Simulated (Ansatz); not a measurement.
# HfO+ (quartet): inputs that go wrong

3 inputs are run for HfO+ (quartet) as typed; the log has to tell whether the result can be used and what must change.

Program: Ansatz 0.2.0, Gaussian basis. Level of theory: the settings change from run to run. These are calculated values, not measurements.

8 further runs of the same task are left out: 4 for a known fault of the program, 4 set aside as unsound or not needed.

### Step 1. The geometry

The geometry is a PBE0/def2-TZVP stationary point (not a proven minimum) of the parent state, kept for this charge and spin. No spin-orbit coupling is included. Elements past krypton take def2 core potentials.

2 atoms, charge 1, spin multiplicity 4.

Atoms are counted from 1 here; the program's logs count them from 0.

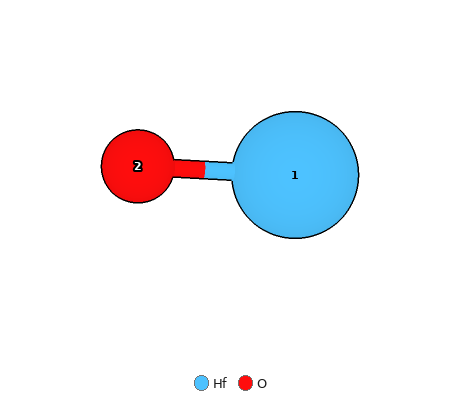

The structure; hafnium blue, oxygen red; atoms are numbered from 1 in the order of the file.

### Step 2. Input 1

Contents of in.yaml:

```yaml
crystal:
  periodic: [false, false, false]
  atoms:
    - {symbol: Hf, position_ang: [0.000000, 0.000000, 0.000000]}
    - {symbol: O, position_ang: [0.000000, 0.000000, 1.691000]}
basis:
  gaussian: {orbitals: def2-SVP}
total_charge: 1
magnetization: {spin_polarized: false, initial_magnetization: 3}
correlation: {active_space: {ras: {orbitals: [7, 3, 35], electrons: 18, max_holes: 2, max_particles: 2}, fixed_orbitals: true}}
```

On the command line:

```bash
> ansatz run in.yaml --threads 1 --pin off --events-out ev --progress --plain --max-ram 2393MiB
```

Standard output:

```text
Functional definition: HF
  name "HF"
  cite "Fock, Z. Phys. 61, 126 (1930) doi:10.1007/BF01340294"
  parent pbe
  exchange = exact_x
  correlation = 0
450 factors; integrals over basis functions are off by at most 6.8e-4 eV
mean field evaluation 1: about -3310.0372 eV, gradient 5.3e1 eV
mean field evaluation 2: about -3310.1319 eV, gradient 5.2e1 eV
mean field evaluation 4: about -3316.9752 eV, gradient 4.6e0 eV
mean field evaluation 8: about -3317.1656 eV, gradient 8.8e-1 eV
mean field evaluation 16: about -3317.1696 eV, gradient 1.2e-6 eV
mean field evaluation 32: about -3317.0728 eV, gradient 1.4e-2 eV
mean field evaluation 64: about -3317.0694 eV, gradient 2.5e-1 eV
mean field evaluation 96: about -3317.1695 eV, gradient 1.3e-1 eV
mean field evaluation 128: about -3317.0728 eV, gradient 1.4e-2 eV
mean field evaluation 160: about -3316.7822 eV, gradient 6.6e0 eV
mean field evaluation 192: about -3317.0728 eV, gradient 3.3e-6 eV
mean field -3317.16958045 eV, -121.9037336233 hartree, gradient 1.2e-6 eV, S^2 3.750000; 14 other end points of the search recorded, 0 dependent functions left out
reference -3317.16958045 eV, -121.9037336233 hartree; 11, 8 occupied and 35, 38 virtual orbitals, 450 factors
Error: 18 electrons in 45 orbitals form no window around the highest filled level of the reference
```

It took 1.4 s on 1 thread of Arm Neoverse V1, shared host.

What is wrong: The run stopped with an error. The electron count of the restricted space is wrong. To mend it, count the correlated electrons again.

### Step 3. Input 2

Contents of in.yaml:

```yaml
crystal:
  periodic: [false, false, false]
  atoms:
    - {symbol: Hf, position_ang: [0.000000, 0.000000, 0.000000]}
    - {symbol: O, position_ang: [0.000000, 0.000000, 1.691000]}
basis:
  gaussian: {orbitals: def2-SVPD}
total_charge: 1
magnetization: {spin_polarized: false, initial_magnetization: 3}
correlation: {method: fic_mrcisd_q, electrons: outside_noble_gas, active_space: {window: {electrons: 5, orbitals: 5}, states: [{multiplicity: 4, weights: [1, 1]}], root: 5}}
```

Same command.

Standard output:

```text
Error: the active space averages no state 5, counted from zero
```

Run time: 0.03 s. Hardware: 1 thread of Arm Neoverse V1, shared host.

Diagnosis: The run was refused. The root asked for lies beyond the states averaged. Cure: average more states or name a lower root.

### Step 4. Input 3

Contents of in.yaml:

```yaml
crystal:
  periodic: [false, false, false]
  atoms:
    - {symbol: Hf, position_ang: [0.000000, 0.000000, 0.000000]}
    - {symbol: O, position_ang: [0.000000, 0.000000, 1.691000]}
basis:
  gaussian: {orbitals: def2-SVP}
total_charge: 1
magnetization: {spin_polarized: false, initial_magnetization: 3}
correlation: {method: fic_mrcisd_q, electrons: outside_noble_gas, active_space: {window: {electrons: 2, orbitals: 200}}}
```

Same command.

Standard output:

```text
Functional definition: HF
  name "HF"
  cite "Fock, Z. Phys. 61, 126 (1930) doi:10.1007/BF01340294"
  parent pbe
  exchange = exact_x
  correlation = 0
450 factors; integrals over basis functions are off by at most 6.8e-4 eV
mean field evaluation 1: about -3310.0372 eV, gradient 5.3e1 eV
mean field evaluation 2: about -3310.1319 eV, gradient 5.2e1 eV
mean field evaluation 4: about -3316.9752 eV, gradient 4.6e0 eV
mean field evaluation 8: about -3317.1656 eV, gradient 8.8e-1 eV
mean field evaluation 16: about -3317.1696 eV, gradient 1.2e-6 eV
mean field evaluation 32: about -3317.0728 eV, gradient 1.4e-2 eV
mean field evaluation 64: about -3317.0694 eV, gradient 2.5e-1 eV
mean field evaluation 96: about -3317.1695 eV, gradient 1.3e-1 eV
mean field evaluation 128: about -3317.0728 eV, gradient 1.4e-2 eV
mean field evaluation 160: about -3316.7822 eV, gradient 6.6e0 eV
mean field evaluation 192: about -3317.0728 eV, gradient 3.3e-6 eV
mean field -3317.16958045 eV, -121.9037336233 hartree, gradient 1.2e-6 eV, S^2 3.750000; 14 other end points of the search recorded, 0 dependent functions left out
reference -3317.16958045 eV, -121.9037336233 hartree; 11, 8 occupied and 35, 38 virtual orbitals, 450 factors
Error: 2 electrons in 200 orbitals form no window around the highest filled level of the reference
```

Run time: 1.4 s. Hardware: 1 thread of Arm Neoverse V1, shared host.

**Diagnosis.** The run stopped with an error. The active window can't be built from these electrons and orbitals. Fix: choose counts that fit the spin, the electrons and the basis.

### Step 5. How the runs ended

```
input                     level                ended                                                               cause    time
    1             CISD/def2-SVP  stopped by an error                 the electron count of the restricted space is wrong   1.4 s
    2   MRCISD+Q(5,5)/def2-SVPD              refused                  the root asked for lies beyond the states averaged  0.03 s
    3  MRCISD+Q(2,200)/def2-SVP  stopped by an error  the active window can't be built from these electrons and orbitals   1.4 s
```

2 stopped by an error, 1 refused.
